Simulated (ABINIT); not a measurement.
# Beyond one shot: AgCl (Fm-3m), part 3 of 3

Wanted: G0W0 and self-consistent gaps of AgCl (Fm-3m), with the cost of the cycles.

ABINIT 10.8.3; PBE and many-body steps on it, plane waves. Known limits of the many-body steps: not at the basis limit; d shell near the gap, gap tends to lie low; no spin-orbit coupling; coarse k mesh.

So far. Step 11 (QSGW, cycle 3): Against the cycle before, the gap moves by +0.042 eV.

## Step 14: QSGW, cycle 4

This step: QSGW on PBE, plane waves, norm-conserving pseudopotentials.

run.abi reads:

```
acell 3*1.0 Angstrom
rprim 
  0.000000000000 2.772662996800 2.772662996800
  2.772662996800 0.000000000000 2.772662996800
  2.772662996800 2.772662996800 0.000000000000
ntypat 2
znucl 47 17
natom 2
typat 1 2
xred 
  0.000000000000 0.000000000000 0.000000000000
  0.500000000000 0.500000000000 0.500000000000
pp_dirpath "pseudos"
pseudos "Ag.upf, Cl.upf"
ecut 37
ngkpt 4 4 4
nshiftk 1
shiftk 0 0 0
kptopt 1
chksymbreak 0
istwfk *1
occopt 1
irdwfk 1
optdriver 4
nband 82
gwcalctyp 28
ecutsigx 37
symsigma 0
nkptgw 8
kptgw 
  0.0000000000 0.0000000000 0.0000000000
  0.2500000000 0.0000000000 0.0000000000
  0.5000000000 0.0000000000 0.0000000000
  0.2500000000 0.2500000000 0.0000000000
  0.5000000000 0.2500000000 0.0000000000
  -0.2500000000 0.2500000000 0.0000000000
  0.5000000000 0.5000000000 0.0000000000
  -0.2500000000 0.5000000000 0.2500000000
bdgw 
  6 21
  6 21
  6 21
  6 21
  6 21
  6 21
  6 21
  6 21
ecuteps 5
irdscr 1
ppmodel 1
irdqps 1
indata_prefix "in"
outdata_prefix "out"
tmpdata_prefix "tmp"
```

On the command line:

```sh
$ OMP_NUM_THREADS=1 mpirun -n 8 abinit run.abi > log
```

Log:

```text
.Version 10.8.3 of ABINIT. v10.8.2 released Aug 2026.

 Symmetries : space group Fm -3 m (#225); Bravais cF (face-center cubic)
[... echo of the input left out ...]
== DATASET  1 ==================================================================
-   mpi_nproc: 8, omp_nthreads: 1 (-1 if OMP is not activated)

--- !DatasetInfo
iteration_state: {dtset: 1, }
dimensions: {natom: 2, nkpt: 8, mband: 82, nsppol: 1, nspinor: 1, nspden: 1, mpw: 3119, }
cutoff_energies: {ecut:  37.0, pawecutdg:  -1.0, }
[...]
.  kptgw no:  3; Maximum DeltaE = (   0.032   0.001) for band index:  5
[...]
.  kptgw no:  7; Maximum DeltaE = (   0.036   0.000) for band index:  6
.  kptgw no:  8; Maximum DeltaE = (   0.053   0.002) for band index:  5

== END DATASET(S) ==============================================================
================================================================================

 -outvars: echo values of variables after computation  --------
           etotal      0.0000000000E+00
            nband          82
             nkpt           8
          spgroup         225
 [... the other variables as echoed above ...]

 Calculation completed.
```

Elapsed: 83 s, on 8 MPI ranks of Arm Neoverse V1, shared host; peak memory 2.8 GiB; 11 min of CPU time.

This step gave:

* quasiparticle gap on the mesh: 2.92 eV
* gap of the density functional on the mesh: 0.9128 eV
* k of the valence top: 0.5, 0, 0
* k of the conduction bottom: 0, 0, 0
* least direct quasiparticle gap on the computed points: 5.291 eV

Against the cycle before, the gap moves by +0.034 eV.

## Step 15: Screening, 4×4×4 mesh, 82 bands, screening to 136.1 eV

This step: RPA screening on PBE, plane waves, norm-conserving pseudopotentials.

run.abi reads:

```
acell 3*1.0 Angstrom
rprim 
  0.000000000000 2.772662996800 2.772662996800
  2.772662996800 0.000000000000 2.772662996800
  2.772662996800 2.772662996800 0.000000000000
ntypat 2
znucl 47 17
natom 2
typat 1 2
xred 
  0.000000000000 0.000000000000 0.000000000000
  0.500000000000 0.500000000000 0.500000000000
pp_dirpath "pseudos"
pseudos "Ag.upf, Cl.upf"
ecut 37
ngkpt 4 4 4
nshiftk 1
shiftk 0 0 0
kptopt 1
chksymbreak 0
istwfk *1
occopt 1
irdwfk 1
optdriver 3
nband 82
ecuteps 5
inclvkb 2
awtr 1
symchi 1
gwcalctyp 28
mbpt_sciss 2.333 eV
nqptdm 1
qptdm 
  0 0 0
indata_prefix "in"
outdata_prefix "out"
tmpdata_prefix "tmp"
```

Log:

```text
.Version 10.8.3 of ABINIT. v10.8.2 released Aug 2026.

 Symmetries : space group Fm -3 m (#225); Bravais cF (face-center cubic)
[... echo of the input left out ...]
== DATASET  1 ==================================================================
-   mpi_nproc: 8, omp_nthreads: 1 (-1 if OMP is not activated)

--- !DatasetInfo
iteration_state: {dtset: 1, }
dimensions: {natom: 2, nkpt: 8, mband: 82, nsppol: 1, nspinor: 1, nspden: 1, mpw: 3119, }
cutoff_energies: {ecut:  37.0, pawecutdg:  -1.0, }
[...]
[... chi0 elements left out ...]
 For q-point:  0.000010 0.000020 0.000030
  dielectric constant =   4.1345
  dielectric constant without local fields =   4.4714

  Average fulfillment of the sum rule on Im[epsilon] for q-point    1 :     61.41  [%]
[... wings left out ...]
== END DATASET(S) ==============================================================
================================================================================

 -outvars: echo values of variables after computation  --------
           etotal      0.0000000000E+00
            nband          82
             nkpt           8
          spgroup         225
 [... the other variables as echoed above ...]

 Calculation completed.
```

Wall time 3.8 s (8 MPI ranks); peak memory 0.96 GiB; 30 s of CPU time.

This step gave:

```
ε∞ with local fields, on this mesh, along the program's q direction : 4.135
the same without local fields                                       : 4.471
plasma frequency                                                    : 29.00 eV
plane waves in the screening matrix                                 : 169
```

This screening uses the functional's bands under a rigid shift, the mean opening of the cycle before.

## Step 16: Screening, 4×4×4 mesh, 82 bands, screening to 136.1 eV

This step: RPA screening on PBE from quasiparticle energies and orbitals, plane waves, norm-conserving pseudopotentials.

Changes to run.abi since step 15:

```diff
@@ -29,7 +29,13 @@
 symchi 1
+irdqps 1
 gwcalctyp 28
-mbpt_sciss 2.333 eV
-nqptdm 1
+nqptdm 7
 qptdm 
-  0 0 0
+  0.2500000000 0.0000000000 0.0000000000
+  0.5000000000 0.0000000000 0.0000000000
+  0.2500000000 0.2500000000 0.0000000000
+  0.5000000000 0.2500000000 0.0000000000
+  -0.2500000000 0.2500000000 0.0000000000
+  0.5000000000 0.5000000000 0.0000000000
+  -0.2500000000 0.5000000000 0.2500000000
 indata_prefix "in"
```

mrgscr.stdin reads:

```
2
merged
q0_SCR
out_SCR
1
```

On the command line:

```sh
$ OMP_NUM_THREADS=1 mpirun -n 8 abinit run.abi > log; mrgscr < mrgscr.stdin
```

Log:

```text
.Version 10.8.3 of ABINIT. v10.8.2 released Aug 2026.

 Symmetries : space group Fm -3 m (#225); Bravais cF (face-center cubic)
[... echo of the input left out ...]
== DATASET  1 ==================================================================
-   mpi_nproc: 8, omp_nthreads: 1 (-1 if OMP is not activated)

--- !DatasetInfo
iteration_state: {dtset: 1, }
dimensions: {natom: 2, nkpt: 8, mband: 82, nsppol: 1, nspinor: 1, nspden: 1, mpw: 3119, }
cutoff_energies: {ecut:  37.0, pawecutdg:  -1.0, }
[...]
q-point number  1        q = ( 0.250000, 0.000000, 0.000000) [r.l.u.]
--------------------------------------------------------------------------------
[... chi0 elements left out ...]
  Average fulfillment of the sum rule on Im[epsilon] for q-point    2 :     79.56  [%]

--------------------------------------------------------------------------------
  q-point number  2        q = ( 0.500000, 0.000000, 0.000000) [r.l.u.]
--------------------------------------------------------------------------------
[... chi0 elements left out ...]
  Average fulfillment of the sum rule on Im[epsilon] for q-point    3 :     71.60  [%]

 [... 5 further q-points ...]
```

The job ended after 9.4 s (8 MPI ranks; peak memory 1.1 GiB).

Numbers from this step:

- plasma frequency: 29.00 eV
- plane waves in the screening matrix: 169

This screening reads the quasiparticle levels of the cycle before.

## Step 17: QSGW, cycle 5

This step: QSGW on PBE, plane waves, norm-conserving pseudopotentials.

Changes to run.abi since step 16:

```diff
@@ -23,12 +23,10 @@
 irdwfk 1
-optdriver 3
+optdriver 4
 nband 82
-ecuteps 5
-inclvkb 2
-awtr 1
-symchi 1
-irdqps 1
 gwcalctyp 28
-nqptdm 7
-qptdm 
+ecutsigx 37
+symsigma 0
+nkptgw 8
+kptgw 
+  0.0000000000 0.0000000000 0.0000000000
   0.2500000000 0.0000000000 0.0000000000
@@ -40,2 +38,15 @@
   -0.2500000000 0.5000000000 0.2500000000
+bdgw 
+  6 21
+  6 21
+  6 21
+  6 21
+  6 21
+  6 21
+  6 21
+  6 21
+ecuteps 5
+irdscr 1
+ppmodel 1
+irdqps 1
 indata_prefix "in"
```

On the command line:

```sh
$ OMP_NUM_THREADS=1 mpirun -n 8 abinit run.abi > log
```

Log:

```text
.Version 10.8.3 of ABINIT. v10.8.2 released Aug 2026.

 Symmetries : space group Fm -3 m (#225); Bravais cF (face-center cubic)
[... echo of the input left out ...]
== DATASET  1 ==================================================================
-   mpi_nproc: 8, omp_nthreads: 1 (-1 if OMP is not activated)

--- !DatasetInfo
iteration_state: {dtset: 1, }
dimensions: {natom: 2, nkpt: 8, mband: 82, nsppol: 1, nspinor: 1, nspden: 1, mpw: 3119, }
cutoff_energies: {ecut:  37.0, pawecutdg:  -1.0, }
[...]
.  kptgw no:  3; Maximum DeltaE = (  -0.020  -0.004) for band index:  5
[...]
.  kptgw no:  7; Maximum DeltaE = (   0.055   0.001) for band index:  7
.  kptgw no:  8; Maximum DeltaE = (  -0.034   0.002) for band index:  5

== END DATASET(S) ==============================================================
================================================================================

 -outvars: echo values of variables after computation  --------
           etotal      0.0000000000E+00
            nband          82
             nkpt           8
          spgroup         225
 [... the other variables as echoed above ...]

 Calculation completed.
```

Run time: 82 s. Hardware: 8 MPI ranks; peak memory 2.8 GiB; 11 min of CPU time.

Numbers from this step:

* quasiparticle gap on the mesh: 2.913 eV
* gap of the density functional on the mesh: 0.9128 eV
* k of the valence top: 0.5, 0, 0
* k of the conduction bottom: 0, 0, 0
* least direct quasiparticle gap on the computed points: 5.339 eV

Against the cycle before, the gap moves by −0.007 eV.

## Step 18: Side by side

Times are wall times on 8 MPI ranks of Arm Neoverse V1, shared host, good to a factor of about two. A run's time includes the screening step that it read.

| run | mesh | bands | screening cutoff (eV) | DFT gap (eV) | gap on the mesh (eV) | direct (eV) | ε∞ used | time |
| --- | --- | --- | --- | --- | --- | --- | --- | --- |
| G0W0 | 4×4×4 | 82 | 136.1 | 0.913 | 2.090 | 4.625 | 5.28 | 16 s |
| QSGW, cycle 1 | 4×4×4 | 82 | 136.1 | 0.913 | 2.366 | 4.967 | 5.28 | 92 s |
| QSGW, cycle 2 | 4×4×4 | 82 | 136.1 | 0.913 | 2.844 | 5.163 | 4.34 | 94 s |
| QSGW, cycle 3 | 4×4×4 | 82 | 136.1 | 0.913 | 2.886 | 5.344 | 4.16 | 94 s |
| QSGW, cycle 4 | 4×4×4 | 82 | 136.1 | 0.913 | 2.920 | 5.291 | 4.15 | 97 s |
| QSGW, cycle 5 | 4×4×4 | 82 | 136.1 | 0.913 | 2.913 | 5.339 | 4.13 | 95 s |

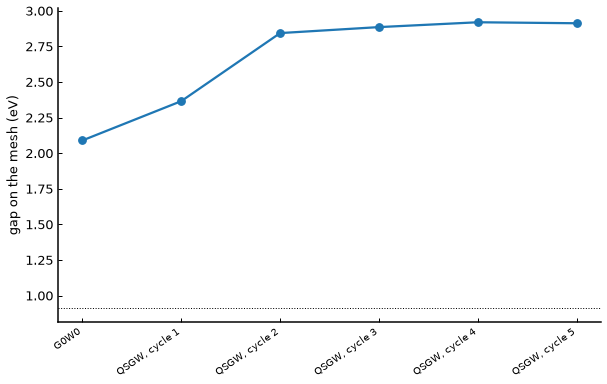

The gap through the cycles; the dotted line is the starting gap.

## Step 19: Summary of results

* G0W0: 2.090 eV
* QSGW, cycle 1: 2.366 eV
* QSGW, cycle 2: 2.844 eV
* QSGW, cycle 3: 2.886 eV
* QSGW, cycle 4: 2.920 eV
* QSGW, cycle 5: 2.913 eV
* known limits: not at the basis limit; d shell near the gap, gap tends to lie low; no spin-orbit coupling; coarse k mesh

In words: Only the bands that the input lists are updated; the others, empty or deep, keep the functional's energies or take a rigid shift. QSGW ends at 2.91 eV, +0.82 eV from G0W0, after 5 cycles that took 7.7 min beside the first screening; the last moved the gap by 0.007 eV. Bands and cutoff are finite, so the gap is not at the basis limit. The miss can reach some tenths of an eV and take either sign; the mesh is an error of its own. The 4×4×4 mesh is coarse for this cell, which bears on the long-range parts of exchange and screening. In the updated screening the q = 0 part is built from Kohn-Sham bands under a rigid shift, the other q from the quasiparticle levels. A d shell, filled or nearly so, lies near the gap. One-shot GW converges very slowly in bands there, not always from below, and on a semilocal start the gap tends to come out low; starts rich in exact exchange can overshoot instead. The many-body steps are scalar-relativistic: spin-orbit coupling is not in them.

[Paths, hosts, dates, memory and timing lines, banners, echoed tables and standing remarks are left out of the program output.]

[Logs are printed without paths, hosts, clocks, repeated set-up lines and the standing remarks that a program may print on its own settings, such as how far it seeks lower states.]

[Runs of the session that timed out or met a known fault of the program may be left out.]

[Hosts, paths, dates, database ids (printed as entryN), source tags and the programs' standing remarks are cut or masked in the printed files.]

[G0W0 gaps are taken among the corrected bands and points alone; a level outside them can change the order at an edge.]

[Where Ansatz stands beside ABINIT at settings called matched, ABINIT's density can come from a denser mesh and the files from another edition; pairs whose starting gaps differed by over 0.03 eV were left out, so agreement reads better than it is.]
